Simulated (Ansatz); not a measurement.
# FCI/STO-3G run of SiH4S (Si(SH)H3)

Aim: the energy change on altering one bond length of SiH4S (Si(SH)H3) at FCI/STO-3G, from 2 runs. 

The calculation is run with Ansatz 0.2.0.

54 further runs of the same task are left out: 54 set aside as unsound or not needed.

**1. The system as given**

SiH4S has 6 atoms, charge 0, and is taken as a singlet. As SMILES, `[H][Si]([H])([H])S`. The coordinates come from a GFN2-xTB relaxation.

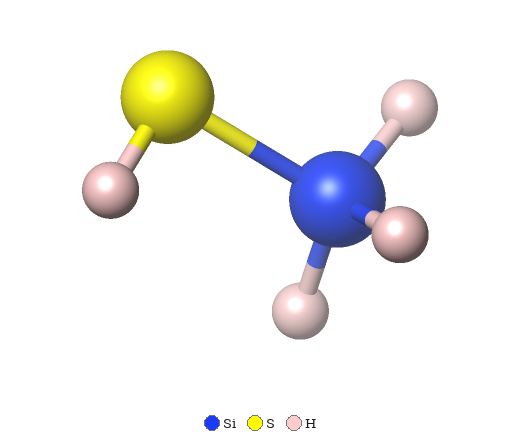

Viewed from a chosen angle; silicon blue, sulfur yellow, hydrogen pink.

**2. A single-point energy at FCI/STO-3G**

File molecule.yaml:

```yaml
crystal:
  periodic: [false, false, false]
  atoms:
    - {symbol: Si, position_ang: [0.201210, -0.014540, -0.544580]}
    - {symbol: S, position_ang: [0.253720, 0.019820, 1.601470]}
    - {symbol: H, position_ang: [-1.056810, 0.059910, 1.795240]}
    - {symbol: H, position_ang: [1.606010, -0.020690, -0.909950]}
    - {symbol: H, position_ang: [-0.503230, 1.180600, -0.990160]}
    - {symbol: H, position_ang: [-0.500900, -1.225100, -0.952020]}
basis:
  gaussian:
    orbitals: STO-3G
magnetization:
  spin_polarized: false
  initial_magnetization: 0
correlation:
  method: fci
  frozen_orbitals: {H: 0, S: 5, Si: 5}
accuracy: high
```

Launch:

```bash
ansatz run molecule.yaml --threads 1 --pin off --max-ram 2610MiB --events-out events.jsonl --progress --plain --runs-dir runs
```

Standard output:

```text
Warning: RAYON_NUM_THREADS=1 ignored (pool sized by the plan → 1); use --threads N
Functional definition: HF
  name "HF"
  exchange = exact_x
  correlation = 0
388 factors; integrals over basis functions are off by at most 9.1e-9 eV
mean field evaluation 1: about -18533.0370 eV, gradient 1.4e1 eV
mean field evaluation 2: about -18533.0519 eV, gradient 1.4e1 eV
mean field evaluation 4: about -18534.0143 eV, gradient 4.8e-1 eV
mean field evaluation 8: about -18534.0152 eV, gradient 7.5e-7 eV
mean field -18534.01516270 eV, -681.1124944225 hartree, gradient 2.8e-8 eV, S^2 0.000000; 0 other end points of the search recorded, 0 dependent functions left out
10 core orbitals not correlated: weight in the atoms' cores, before any rotation towards them, 1.000 or more for the frozen orbitals, at most 0.000 for the correlated occupied ones
reference -18534.01516270 eV, -681.1124944225 hartree; 7, 7 occupied and 5, 5 virtual orbitals, 388 factors
state -18536.50427196 eV, -681.2039675007 hartree
Total energy: -18536.50427196 eV, -681.2039675007 hartree
```

Run time: 2.4 s. Hardware: 1 thread of Arm Neoverse V1, shared host; peak memory 0.11 GiB.

**3. The distorted shape, same level**

File job.yaml:

```yaml
crystal:
  periodic: [false, false, false]
  atoms:
    - {symbol: Si, position_ang: [0.376726, 0.288080, -0.442727]}
    - {symbol: S, position_ang: [0.429236, 0.322440, 1.703323]}
    - {symbol: H, position_ang: [-0.881294, 0.362530, 1.897093]}
    - {symbol: H, position_ang: [1.781526, 0.281930, -0.808097]}
    - {symbol: H, position_ang: [-0.327714, 1.483220, -0.888307]}
    - {symbol: H, position_ang: [-0.500900, -1.225100, -0.952020]}
basis:
  gaussian:
    orbitals: STO-3G
accuracy: high
correlation:
  method: fci
  frozen_orbitals: {H: 0, S: 5, Si: 5}
```

Launch:

```bash
ansatz run job.yaml --threads 1 --pin off --max-ram 2610MiB --events-out events.jsonl --progress --plain --runs-dir runs
```

Standard output:

```text
Warning: RAYON_NUM_THREADS=1 ignored (pool sized by the plan → 1); use --threads N
[... 4 set-up lines as earlier in the session ...]
388 factors; integrals over basis functions are off by at most 2.1e-8 eV
mean field evaluation 1: about -18531.3938 eV, gradient 1.5e1 eV
mean field evaluation 2: about -18531.4030 eV, gradient 1.5e1 eV
mean field evaluation 4: about -18532.5238 eV, gradient 5.9e-1 eV
mean field evaluation 8: about -18532.5253 eV, gradient 1.5e-6 eV
mean field -18532.52533870 eV, -681.0577444003 hartree, gradient 5.7e-8 eV, S^2 0.000000; 0 other end points of the search recorded, 0 dependent functions left out
10 core orbitals not correlated: weight in the atoms' cores, before any rotation towards them, 1.000 or more for the frozen orbitals, at most 0.000 for the correlated occupied ones
reference -18532.52533870 eV, -681.0577444003 hartree; 7, 7 occupied and 5, 5 virtual orbitals, 388 factors
state -18535.42181898 eV, -681.1641880874 hartree
Total energy: -18535.42181898 eV, -681.1641880874 hartree
```

Run time: 2.6 s. Hardware: 1 thread of Arm Neoverse V1, shared host; peak memory 0.11 GiB.

**4. Summary of results**

At FCI/STO-3G, 10 core orbitals frozen:

```
                                                          quantity          value
                                         first shape: total energy  -681.20397 Eh
         first shape: correlation energy (10 core orbitals frozen)      -91.5 mEh
                                     distorted shape: total energy  -681.16419 Eh
     distorted shape: correlation energy (10 core orbitals frozen)     -106.4 mEh
energy change with the Si1–H6 bond stretched from 1.458 to 1.822 Å       1.082 eV
```

What this shows: With the Si1–H6 bond stretched from 1.458 to 1.822 Å the energy rises by 1.08 eV (104 kJ/mol). The first shape isn't relaxed at this level, so the change isn't measured from a minimum. The minimal basis adds a large error of its own.
